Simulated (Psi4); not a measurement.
# SiNH4O (SMILES N[SiH]O): U-wB97X/6-311+G(d,p)

Aim: the vertical ionisation energy of SiNH4O at U-wB97X/6-311+G**, from 2 runs. 

The calculation is run with Psi4 1.11.

3 further runs of the same task are left out: 2 that didn't finish, 1 set aside as unsound or not needed. Runs told in other sessions of the task aren't counted.

## Step 1: Starting point

The species is SiNH4O (7 atoms), meant as a doublet with charge 0. SMILES: `N[SiH]O`. The shape is that of a PBE0-D4/def2-TZVP optimisation. This is one conformer, not always the lowest.

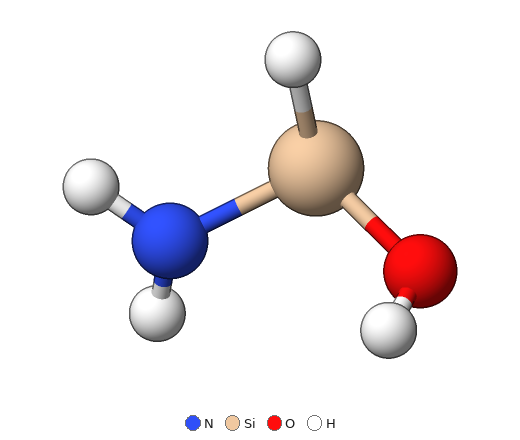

Viewed from a chosen angle; nitrogen blue, silicon light orange, oxygen red, hydrogen white.

## Step 2: Energy and gradient at U-wB97X/6-311+G(d,p)

File h4nosi.inp:

```
memory 2200 MB

molecule {
  0 2
  N     -1.31317068     1.03613683    -1.08697047
  Si     0.55387873     0.30046645     1.47644302
  O      3.06683653    -1.27065185     0.51079297
  H     -0.67255353     2.20738909    -2.44681739
  H     -3.18570030     1.27216363    -0.81806244
  H     -1.13213492    -1.25080972     3.14582708
  H      2.79849542    -2.42338478    -0.86738429
  units bohr
  symmetry c1
  no_reorient
  no_com
}

set {
  reference uks
  puream true
  e_convergence 1e-09
  d_convergence 1e-08
  scf_type pk
  dft_radial_points 99
  dft_spherical_points 590
  maxiter 100
}

e, wfn = gradient('wb97x/6-311+G**', return_wfn=True)
oeprop(wfn, 'MULLIKEN_CHARGES', 'DIPOLE', 'WIBERG_LOWDIN_INDICES')
```

Run with:

```console
$ psi4 -n 1 h4nosi.inp h4nosi.out
```

h4nosi.out:

```text
[...]
  Running in c1 symmetry.
[...]
  Nuclear repulsion =  111.033668838006434
[...]
  Multiplicity = 2
[...]
  Nalpha       = 17
  Nbeta        = 16
[...]
    Number of basis functions: 98
[...]
   @UKS iter   1:  -421.59592147905346   -4.43232e-01   9.29084e-03 ADIIS/DIIS
[...]
   @UKS iter  13:  -421.89955593350589   -4.43379e-12   4.17342e-09 DIIS
[...]
   @S^2 Observed:                7.521651259E-01
[...]
  @UKS Final Energy:  -421.89955593350589
   => Energetics <=
    Nuclear Repulsion Energy =            111.0336688380064345
    One-Electron Energy =                -802.5642720167304560
    Two-Electron Energy =                 297.3926034124709759
    DFT Exchange-Correlation Energy =     -27.7615561672528024
    Empirical Dispersion Energy =           0.0000000000000000
    VV10 Nonlocal Energy =                  0.0000000000000000
    Total Energy =                       -421.8995559335058942
  UHF NO Occupations:
  HONO-2 :   15  A 1.9997559
  HONO-1 :   16  A 1.9993023
[...]
  -Total Gradient:
     Atom            X                  Y                   Z
    ------   -----------------  -----------------  -----------------
       1        0.001571507310    -0.001113895625     0.002225103162
       2        0.005075393730    -0.005158980839    -0.009717558320
       3       -0.004838232185     0.007029643084     0.005590741023
       4        0.000069307388    -0.000347218100     0.001450852711
       5        0.001323894985     0.000136693282     0.000761814822
       6       -0.000693865740     0.000095246239     0.000423682480
       7       -0.002611367185    -0.000493566512    -0.001005396016
[...]
 Multipole Moments:
 ------------------------------------------------------------------------------------
     Multipole            Electronic (a.u.)      Nuclear  (a.u.)        Total (a.u.)
 ------------------------------------------------------------------------------------
 L = 1.  Multiply by 2.5417464519 to convert [e a0] to [Debye]
 Dipole X            :        -21.6155701           20.9049064           -0.7106637
 Dipole Y            :         -0.9224195            1.0996315            0.1772121
 Dipole Z            :        -16.7806875           16.1613157           -0.6193718
 Magnitude           :                                                    0.9592020
[...]
  Mulliken Charges: (a.u.)
   Center  Symbol    Alpha    Beta     Spin     Total
       1     N     3.93343  3.88220  0.05123 -0.81563
       2    SI     7.12628  6.22398  0.90230  0.64973
       3     O     4.22621  4.28242 -0.05621 -0.50862
       4     H     0.36524  0.36640 -0.00116  0.26836
       5     H     0.36443  0.36679 -0.00236  0.26878
       6     H     0.61784  0.53248  0.08536 -0.15031
       7     H     0.36657  0.34573  0.02084  0.28769
   Total alpha = 17.00000, Total beta = 16.00000, Total charge =  0.00000
  Wiberg Bond Indices using Orthogonal Lowdin Orbitals:
[...]
```

It took 26 s on 1 thread of Intel Xeon 6975P-C (Granite Rapids), shared host; peak memory 0.94 GiB.

## Step 3: The singlet cation

File h4nosi.py:

```python
import psi4

psi4.set_memory(2200000000)
psi4.set_num_threads(1)
psi4.set_output_file('run.log', False)

geom = psi4.geometry("""
1 1
N
Si 1 1.722728
O 2 1.649459 1 109.41018
H 1 1.008413 2 120.53013 3 -64.39333
H 1 1.008827 4 110.77865 2 145.09283
H 2 1.500098 3 112.71261 1 115.50188
H 3 0.961323 2 115.83471 6 79.12854
symmetry c1
""")

options = {'basis': '6-311+G**', 'puream': True, 'e_convergence': 1e-09, 'd_convergence': 1e-08, 'scf_type': 'pk', 'dft_radial_points': 99, 'dft_spherical_points': 590}
psi4.set_options(options)

e_tot, wfn = psi4.gradient('wb97x', molecule=geom, return_wfn=True)
psi4.oeprop(wfn, 'MAYER_INDICES', 'QUADRUPOLE', 'LOWDIN_CHARGES', title='WB97X')
print('gradient / Eh bohr^-1')
print(e_tot.np.round(6))
print(f'energy = {wfn.energy():.10f} Eh')
```

Run with:

```console
$ python h4nosi.py
```

run.log, shortened:

```text
[...]
  Running in c1 symmetry.
[...]
  Nuclear repulsion =  111.033663723902166
[...]
  Multiplicity = 1
[...]
  Nalpha       = 16
  Nbeta        = 16
[...]
    Number of basis functions: 98
[...]
   @RKS iter   1:  -421.32825485268597   -1.75568e-01   8.73528e-03 DIIS/ADIIS
[...]
   @RKS iter  13:  -421.61036537144372   -3.12639e-12   3.36850e-09 DIIS
[...]
  @RKS Final Energy:  -421.61036537144372
   => Energetics <=
    Nuclear Repulsion Energy =            111.0336637239021655
    One-Electron Energy =                -793.9981899766298739
    Two-Electron Energy =                 288.9628375151047521
    DFT Exchange-Correlation Energy =     -27.6086766338207106
    Empirical Dispersion Energy =           0.0000000000000000
    VV10 Nonlocal Energy =                  0.0000000000000000
    Total Energy =                       -421.6103653714437201
[...]
  -Total Gradient:
     Atom            X                  Y                   Z
    ------   -----------------  -----------------  -----------------
       1       -0.021056351295    -0.011029624385    -0.042219763598
       2        0.059410517702     0.053070468137     0.046558384393
       3       -0.014777571841    -0.040590640909    -0.006133396397
       4       -0.000624701370     0.008818366713     0.008830374008
       5        0.000403314723    -0.008123636745     0.003562340534
       6       -0.019435710329    -0.008278632136    -0.013952052138
       7       -0.003795558282     0.006065807275     0.003002938799
[...]
 Multipole Moments:
 ------------------------------------------------------------------------------------
     Multipole            Electronic (a.u.)      Nuclear  (a.u.)        Total (a.u.)
 ------------------------------------------------------------------------------------
 L = 1.  Multiply by 2.5417464519 to convert [e a0] to [Debye]
 Dipole X            :          1.3031735           -1.2071784            0.0959952
 Dipole Y            :          0.4156457            0.6099995            1.0256452
 Dipole Z            :          1.9287781           -2.5995815           -0.6708034
 Magnitude           :                                                    1.2292844
 L = 2.  Multiply by 1.3450342976 to convert [e a0^2] to [Debye ang]
 Quadrupole XX       :        -23.7766040            9.1091394          -14.6674645
 Quadrupole XY       :          4.5228083           -3.5267906            0.9960177
[...]
```

The script printed:

```text
gradient / Eh bohr^-1
[[-0.021056 -0.01103  -0.04222 ]
 [ 0.059411  0.05307   0.046558]
 [-0.014778 -0.040591 -0.006133]
 [-0.000625  0.008818  0.00883 ]
 [ 0.000403 -0.008124  0.003562]
 [-0.019436 -0.008279 -0.013952]
 [-0.003796  0.006066  0.003003]]
energy = -421.6103653714 Eh
```

Wall time 19 s (1 thread of Intel Xeon 6975P-C (Granite Rapids), shared host); peak memory 0.93 GiB.

## Step 4: Outcome

At U-wB97X/6-311+G**:

```
                                          quantity          value
                      doublet SiNH4O: total energy  -421.89956 Eh
                     doublet SiNH4O: dipole moment         2.44 D
doublet SiNH4O: HOMO energy (highest over α and β)       -7.73 eV
 doublet SiNH4O: LUMO energy (lowest over α and β)       -0.38 eV
                              doublet SiNH4O: ⟨S²⟩          0.752
          doublet SiNH4O: largest force on an atom     0.623 eV/Å
                      singlet cation: total energy  -421.61037 Eh
                       singlet cation: HOMO energy      -17.32 eV
                       singlet cation: LUMO energy       -7.89 eV
                     singlet cation: HOMO–LUMO gap        9.43 eV
          singlet cation: largest force on an atom     4.745 eV/Å
vertical ionisation energy (to the singlet cation)       7.869 eV
```

In words: Removing an electron at fixed nuclei costs 7.87 eV (181 kcal/mol). The largest force (doublet SiNH4O) is 0.62 eV/Å: the shape isn't a stationary point for this species at this level. Mulliken charges (doublet SiNH4O) run from -0.82 on N1 to +0.65 on Si2; in a basis this large or diffuse they mean little.
